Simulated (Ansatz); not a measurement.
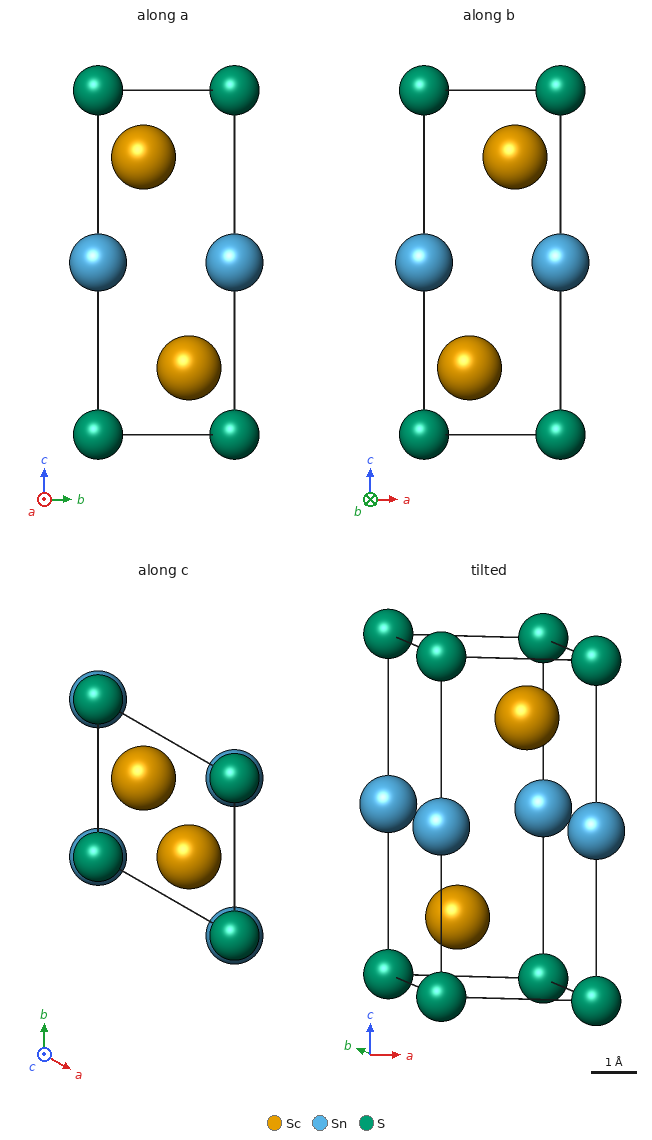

The structure above is drawn in spheres-only style and viewed along the a axis, along the b axis, along the c axis and slightly off an axis. The conventional unit cell is outlined; an atom on or near a face, edge or corner is repeated at each equivalent position.

Lattice parameters: a = 3.5447 Å, b = 3.5447 Å, c = 7.7492 Å, α = 90.000°, β = 90.000°, γ = 120.000°.

**Set out the cell and atoms as a CIF with its space group and independent sites, with free fractional coordinates to two decimals.**

```cif
data_structure
_symmetry_space_group_name_H-M 'P -3 m 1'
_symmetry_Int_Tables_number 164
_cell_length_a 3.5447
_cell_length_b 3.5447
_cell_length_c 7.7492
_cell_angle_alpha 90.000
_cell_angle_beta 90.000
_cell_angle_gamma 120.000
_cell_volume 84.32
loop_
_atom_site_label
_atom_site_type_symbol
_atom_site_symmetry_multiplicity
_atom_site_Wyckoff_symbol
_atom_site_fract_x
_atom_site_fract_y
_atom_site_fract_z
_atom_site_occupancy
Sc1 Sc 2 d 0.3333 0.6667 0.19 1
Sn1 Sn 1 b 0.00 0.00 0.50 1
S1 S 1 a 0.00 0.00 0.00 1
```

Origin of the cell: a structure type filled with these elements by a generator (whether the compound takes this form wasn't checked). Earlier steps of the study, as a rule a relaxation of our own, may have changed the cell and positions, so they can lie some per cent off the listed ones. A calculation with Ansatz used it as input.
